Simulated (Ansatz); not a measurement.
CH₆BrNOSi

Input

```
crystal:
  periodic: [false, false, false]
  atoms:
    - { symbol: "N", position_ang: [-0.3629, 1.7494, -0.1422] }
    - { symbol: Si, position_ang: [0.7519, 0.55, -0.1285] }
    - { symbol: Br, position_ang: [1.6431, 0.6151, 1.8678] }
    - { symbol: C, position_ang: [0.0199, -1.1253, -0.3429] }
    - { symbol: O, position_ang: [-1.1896, -1.441, 0.4703] }
    - { symbol: H, position_ang: [-0.37176, 2.30114, 0.73189] }
    - { symbol: H, position_ang: [-0.14441, 2.46139, -0.85977] }
    - { symbol: H, position_ang: [1.7939, 0.8438, -1.1885] }
    - { symbol: H, position_ang: [0.6895, -1.9109, -0.139] }
    - { symbol: H, position_ang: [-0.3941, -1.2216, -1.3522] }
    - { symbol: H, position_ang: [-0.8869, -1.4965, 1.4299] }
basis:
  gaussian: { orbitals: def2-mTZVP }
hamiltonian:
  xc: blyp
relax:
  f_tol: 0.015
  max_steps: 40
output:
  orbitals: {}
```

Run with:

```sh
ansatz run input.yaml --threads 2 --pin off --max-ram 3072MiB --backend cpu --events-out ev --progress --plain --runs-dir out
```

The fields are those of the relaxed geometry.

All numbers below come from RKS BLYP/def2-mTZVP in Ansatz 0.2.0.

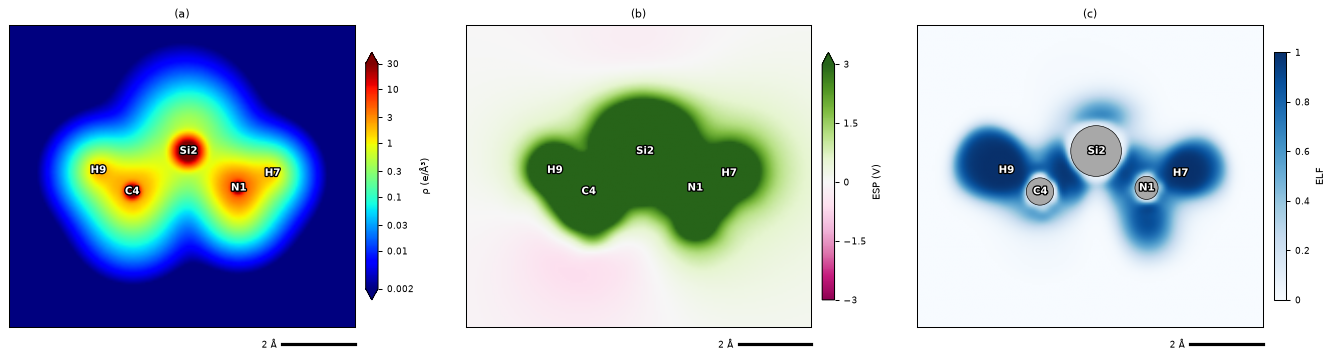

Figure 1. (a) electron density; (b) electrostatic potential; (c) ELF on the plane of atoms Si2, C4 and H9. Grey discs cover the atomic cores in the ELF map.

> What does the map show?

Atoms in the plane: N, Si, C and H.
Si–N (1.73 Å): ρ at the midpoint is about 1.1 e/Å³; the ELF peaks at about 0.90 between the atoms; a shared but strongly polarised pair.
C–Si (1.91 Å): ρ at the midpoint is about 0.94 e/Å³; the ELF peaks at about 1 between the atoms: localised, covalent bonding.
N–H (1.02 Å): ρ at the midpoint is about 2.8 e/Å³; the ELF climbs to about 1 towards the hydrogen, as it does in any bond to H (an ordinary covalent bond to hydrogen).
C–H (1.10 Å): ρ at the midpoint is about 2 e/Å³; the ELF climbs to about 1 towards the hydrogen: an ordinary covalent bond to hydrogen.
Outside the dense part of the molecule the potential is most negative (−0.6 V) near O5, which lies off the plane.

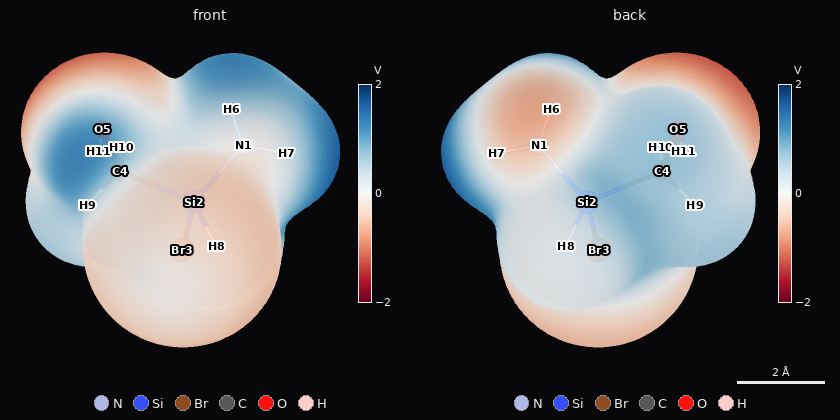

Figure 2. The molecular electrostatic potential painted on the density surface at 0.001 e/bohr³, seen from the front and from behind; the colour scale runs from red (negative) to blue (positive).

> Where is the surface potential most negative and most positive?

The most negative region (about −1.2 V) lies over O5, the most positive (about +1.6 V) over H7. O5 is the likeliest acceptor of a hydrogen bond.

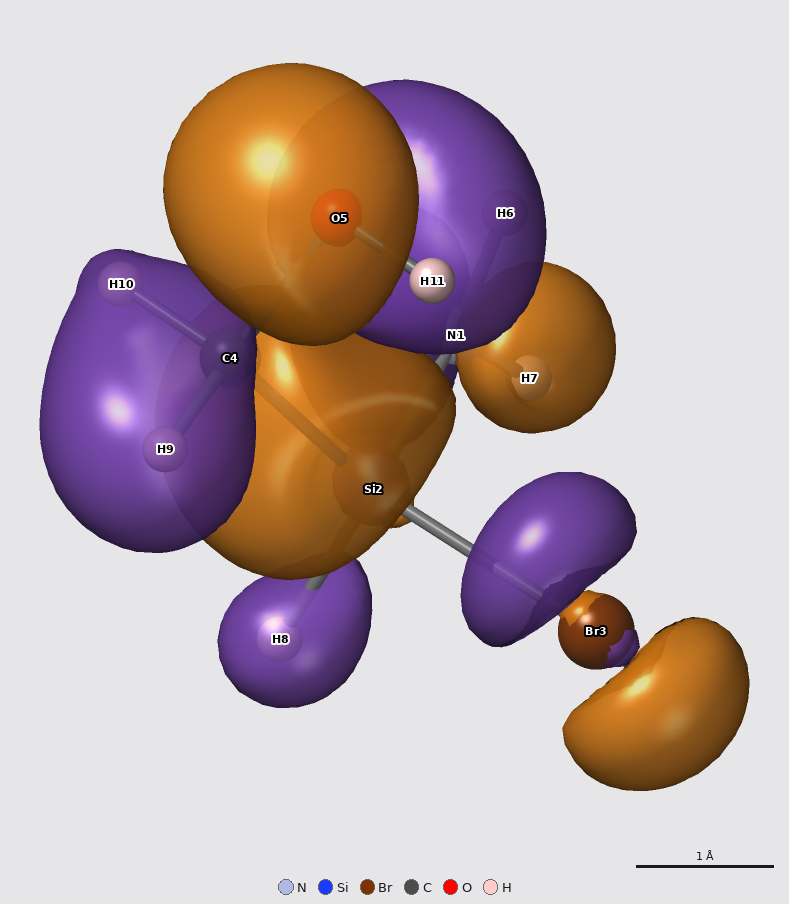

Figure 3. The HOMO at ±0.08 Å⁻³ᐟ² (orange and purple are the two phases), seen at an oblique angle.

> Where does this orbital lie, and at what energy?

Its weight (Hirshfeld) is mainly on O5 (about 50 %), C4 (about 15 %), Si2 (about 10 %) and N1 (about 10 %). Its energy is −6.06 eV.
